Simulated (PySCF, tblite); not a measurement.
**C6H13NOSi: geometry, infrared bands and NMR shifts**

What infrared bands and NMR shifts should C6H13NOSi (`C/N=C/[C@@H]1COCC[SiH2]1`) show?

Computed with tblite 0.8.0 and PySCF 2.14.0, with density-fitted response routines of our own, on a single molecule in the gas phase. Atoms count from 0, in the outputs and in this text.

## Step 1: The molecule as given

22 atoms, charge 0, multiplicity 1; geometry from: force field or distance geometry start.

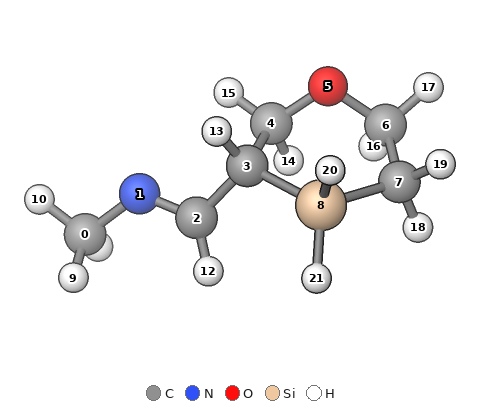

The starting geometry (carbon grey, nitrogen blue, oxygen red, silicon light orange, hydrogen white), atoms numbered; sticks join atoms by distance.

## Step 2: Geometry optimisation with GFN2-xTB

The job: settings as JSON, then the geometry in Å.

```
{"job": {"kind": "relax", "xc": "GFN2-xTB", "basis": "xTB"}, "charge": 0, "multiplicity": 1}
C      3.717600    -0.233700     0.370500
N      2.357000     0.012700     0.729500
C      1.464700     0.392500    -0.083100
C      0.086700     0.599000     0.502100
C     -0.444800    -0.801900     0.845900
O     -1.795600    -0.661500     1.107400
C     -2.456700    -0.948200    -0.091600
C     -2.444100     0.217900    -1.032200
Si    -1.062300     1.422900    -0.643100
H      4.135400     0.600300    -0.181000
H      4.270300    -0.362000     1.339600
H      3.766300    -1.224400    -0.116800
H      1.664900     0.567100    -1.115900
H      0.250100     1.145500     1.456600
H     -0.332500    -1.440800    -0.069700
H      0.142600    -1.242400     1.663800
H     -1.908500    -1.827700    -0.533800
H     -3.475800    -1.304400     0.195900
H     -2.332800    -0.143300    -2.065400
H     -3.420600     0.719100    -0.945100
H     -1.718100     2.547700     0.108000
H     -0.474200     1.984500    -1.843100
```

Started as:

```console
$ OMP_NUM_THREADS=1 python probes_run.py task.json out
```

The driver reads the jobs from task.json and runs them one after another.

**Question.** This job is followed by: GFN2-xTB harmonic vibrations, gas phase; GIAO PBE0/pcSseg-1 NMR shielding, non-relativistic, gas phase. Predict these results of the whole session: strongest single infrared mode (GFN2-xTB); zero-point energy (GFN2-xTB); ¹³C shifts against TMS (PBE0/pcSseg-1); ¹H shifts against TMS (PBE0/pcSseg-1, means over atoms taken as alike); ¹⁵N shifts against NH3 (PBE0/pcSseg-1); ¹⁷O shifts against H2O (PBE0/pcSseg-1); ²⁹Si shifts against TMS (PBE0/pcSseg-1); surface potential, least and greatest.

As calculated:

```
                                                              quantity                                                                 value
                             strongest single infrared mode (GFN2-xTB)                                                 2293 cm⁻¹, 299 km/mol
                                          zero-point energy (GFN2-xTB)                                                        111.8 kcal/mol
                                ¹³C shifts against TMS (PBE0/pcSseg-1)                               164.9, 74.2, 71.2, 51.4, 36.3, 11.2 ppm
¹H shifts against TMS (PBE0/pcSseg-1, means over atoms taken as alike)  7.45, 4.56, 4.52, 4.05, 4.01, 3.55, 3.52, 3.40, 2.63, 1.18, 0.55 ppm
                                ¹⁵N shifts against NH3 (PBE0/pcSseg-1)                                                             365.0 ppm
                                ¹⁷O shifts against H2O (PBE0/pcSseg-1)                                                              47.0 ppm
                               ²⁹Si shifts against TMS (PBE0/pcSseg-1)                                                             -53.2 ppm
                                 surface potential, least and greatest                                                    -1.67 V and 0.83 V
```

**Reading.** The optimisation took 187 steps and gained 1.026 eV; among the close pairs (by a distance rule), C3–Si8 changed most, from 1.819 to 1.918 Å. No mode is imaginary among the 60: a minimum at this level. The strongest single mode, at 2293 cm⁻¹, moves mainly H20. Unscaled tight-binding wavenumbers are off by several per cent, some by more. Its intensities can rank the bands wrongly. At PBE0/pcSseg-1: The largest span, 699 ppm, is at N1, where the paramagnetic term is -424 ppm.
